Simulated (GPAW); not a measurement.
# InH2ClO (SMILES [OH][InH][Cl]) at AM05/dz(dzp) (scalar-relativistic datasets)

We compute a geometry optimisation of InH2ClO. The job is set up through an ASE script.

Program for the calculation: GPAW 26.7.0.

2 further runs of the same task are left out: 2 that didn't finish.

## (1) The system as given

The species is InH2ClO (5 atoms), meant as a singlet with charge 0. As SMILES, `[OH][InH][Cl]`. All atoms were displaced at random from a relaxed shape. The run starts from this shape.

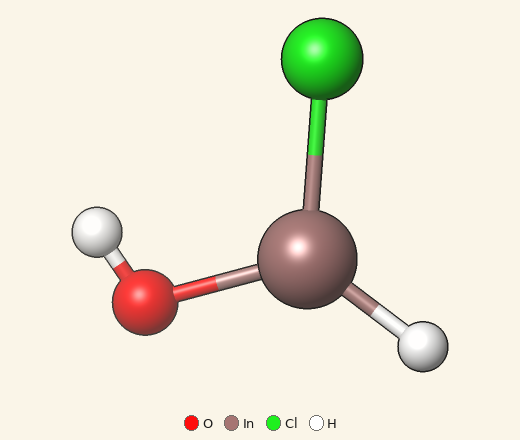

Viewed from a chosen angle; oxygen red, indium brown, chlorine green, hydrogen white.

## (2) A geometry optimisation at AM05/dz(dzp) (scalar-relativistic datasets)

File ClH2InO_relax.py:

```python
from ase import Atoms
from ase.io import write
from ase.optimize import BFGSLineSearch
from gpaw import GPAW, setup_paths
from gpaw.atom.configurations import parameters
from gpaw.atom.generator import Generator

mol = Atoms(['O', 'In', 'Cl', 'H', 'H'],
    positions=[[ -1.444749,   0.164685,  -0.551622],
               [  0.470195,   0.394551,   0.033899],
               [  1.274007,  -1.627353,   0.939446],
               [ -1.680077,  -0.801682,  -0.470259],
               [  1.380755,   1.829354,   0.053073]])
mol.center(vacuum=7.0)

for symbol in ['Cl', 'H', 'In', 'O']:
    Generator(symbol, xcname='AM05', scalarrel=True, nofiles=True, txt=None).run(**parameters[symbol])
setup_paths.insert(0, '.')

dft = GPAW(mode='lcao',
           xc='AM05',
           mixer={'name': 'msr1', 'beta': 0.25, 'nmaxold': 1, 'weight': 100.0},
           occupations={'name': 'methfessel-paxton', 'width': 0.1},
           basis='dz(dzp)',
           symmetry='off',
           maxiter=100,
           h=0.2,
           txt='-')
mol.calc = dft

opt = BFGSLineSearch(mol, trajectory='ClH2InO.traj')
converged = opt.run(fmax=0.05, steps=100)
print('Converged:', converged)
print(f'Final energy = {mol.get_potential_energy():.5f} eV')
print(f'r(H3-O0)                {mol.get_distance(3, 0):.4f} Ang')
print(f'r(Cl2-In1) = {mol.get_distance(2, 1):.4f} Ang')
write('relaxed.xyz', mol)
```

Run with:

```bash
$ python3 ClH2InO_relax.py
```

The log of the run:

```text
[...]
Number of symmetries: 1
[...]
  Number of IBZ points: 1
[...]
basis functions: 38
Spin-components: 1 (collinear spins)
Bands:           19
[...]
  Valence electrons: 28.0
[...]
  Grid points: [84 88 76]
  Charge: 0.0  # |e|
[...]
    cutoffs:
[...]
occupation numbers:
  Methfessel-Paxton:
[...]
xc functional:
  name: AM05 with 2 nearest neighbor stencil
[...]
|iter     |     time |      energy | eigst |  dens |
[...]
|iter:   1| 00:00:10 |  -18.118331 |      c|       |
[...]
Converged in 24 steps
[...]
dipole moment: (0.086644, 0.240160, -0.114046)  # |e|*Ang
Fermi level: -4.964
[...]
Converged in 18 steps
[...]
Converged in 7 steps
[...]
Converged in 5 steps
[...]
Converged in 6 steps
[...]
|iter:   6| 00:08:49 |  -16.225621c|      c| -4.06c|
Converged in 6 steps
[...]
Energy contributions relative to reference atoms: (reference = -174417.842346)
Energy contributions:
  Kinetic:          37.690482
  Coulomb:         -35.176106
  Zero:              0.555262
  External:          0.000000
  Xc:              -19.295260
  Entropy:          -0.000000
  Spinorbit:         0.000000
  ----------------------------
  Free energy:     -16.225621
  Extrapolated:    -16.225621
dipole moment: (-0.034255, 0.245106, -0.056306)  # |e|*Ang
Fermi level: -4.964
Eigenvalues  # (at kpt = [0.000, 0.000, 0.000])
| band index |      eig [eV] | occ [0-2] |
|------------|---------------|-----------|
|          0 |       -23.984 |     2.000 |
|        ... |               |           |
|          6 |       -18.585 |     2.000 |
|          7 |       -11.843 |     2.000 |
|          8 |        -9.799 |     2.000 |
|          9 |        -8.295 |     2.000 |
|         10 |        -7.333 |     2.000 |
|         11 |        -7.288 |     2.000 |
|         12 |        -6.826 |     2.000 |
|         13 |        -6.774 |     2.000 |
|         14 |        -2.192 |     0.000 |
|         15 |        -2.009 |     0.000 |
[...]
Gap: 4.582 eV
Transition (v -> c):
[...]
Forces  # eV/Ang
|        x |        y |        z |
|----------|----------|----------|
|  0.01995 |  0.03189 |  0.01910 |  # O    0
| -0.02295 |  0.01391 | -0.01313 |  # In   1
|  0.01076 | -0.01779 |  0.03725 |  # Cl   2
| -0.00608 | -0.01695 | -0.02026 |  # H    3
|  0.00656 |  0.00130 | -0.01858 |  # H    4
Force computation time: 0.102  # s
BFGSLineSearch:   14[ 22] hh:mm:ss      -16.225621       0.0427
Converged: True
Final energy = -16.22562 eV
r(H3-O0)                1.0053 Ang
r(Cl2-In1) = 2.3785 Ang
```

It took 8.8 min on 1 thread of Arm Neoverse V2, shared host; peak memory 0.79 GiB.

Step by step:

```tsv
step	energy from the first frame kept (eV)	largest force (eV/Å)
0	0.0000	0.8911
1	-0.0142	0.5257
2	-0.0255	0.4281
3	-0.0388	0.4409
4	-0.0431	0.2059
5	-0.0486	0.1791
6	-0.0539	0.3113
7	-0.0555	0.2954
8	-0.0568	0.1455
9	-0.0576	0.1189
10	-0.0579	0.0622
11	-0.0585	0.0912
12	-0.0589	0.0842
13	-0.0593	0.0535
14	-0.0595	0.0427
```

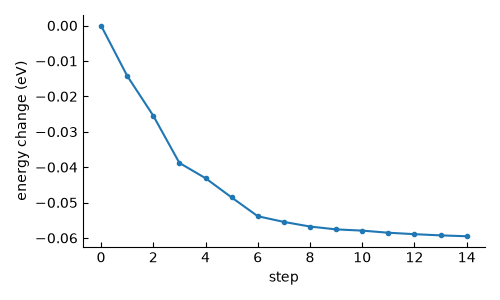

Energy along the run.

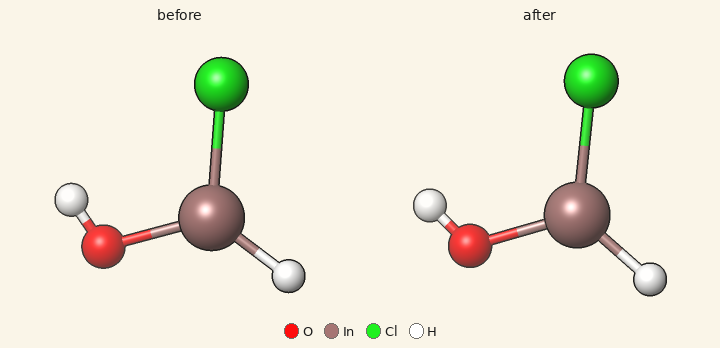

Before and after, at one scale.

After the run. Bond lengths: O1–In2 1.985 Å, In2–Cl3 2.378 Å, O1–H4 1.005 Å, In2–H5 1.710 Å. Angles: O1–In2–Cl3 112.7°, O1–In2–H5 122.6°, Cl3–In2–H5 124.7°, In2–O1–H4 119.2°.

## (3) Summary of results

Level: AM05/dz(dzp) (scalar-relativistic datasets).

```
                                              quantity        value
energy as printed (from the program's reference atoms)  -16.2256 eV
                                         dipole moment       1.22 D
                                           HOMO energy     -6.77 eV
                                           LUMO energy     -2.19 eV
                                         HOMO–LUMO gap      4.58 eV
```

In words: At the final geometry: Bond lengths: O1–In2 1.985 Å, In2–Cl3 2.378 Å, O1–H4 1.005 Å, In2–H5 1.710 Å. Angles: O1–In2–Cl3 112.7°, O1–In2–H5 122.6°, Cl3–In2–H5 124.7°, In2–O1–H4 119.2°. The optimisation took 14 steps and changed the energy by -0.060 eV.
